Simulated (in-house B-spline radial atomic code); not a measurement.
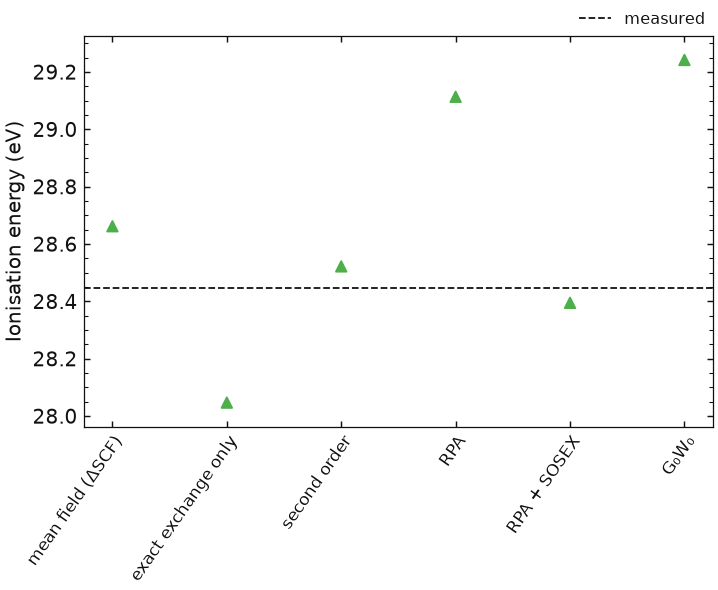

The ionisation energy of Al²⁺ ([Ne] 3s → [He] 2s² 2p⁶) across levels of theory. All-electron spherical atom, scalar X2C, PBEsol start, no spin-orbit coupling, Breit or QED terms; computed with a B-spline radial code. Differences of total energies, each species on its own start, beside the G₀W₀ level.

> Summarise the spread and list the values.

The values run from 28.05 eV (exact exchange only) to 29.24 eV (G₀W₀). The measured value is 28.45 eV; nearest to it come RPA + SOSEX (−0.05) and second order (+0.07), furthest G₀W₀ (+0.79 eV).

```
             Method  Ionisation energy (eV)
  mean field (ΔSCF)                   28.66
exact exchange only                   28.05
       second order                   28.52
                RPA                   29.11
        RPA + SOSEX                   28.40
               G₀W₀                   29.24
```
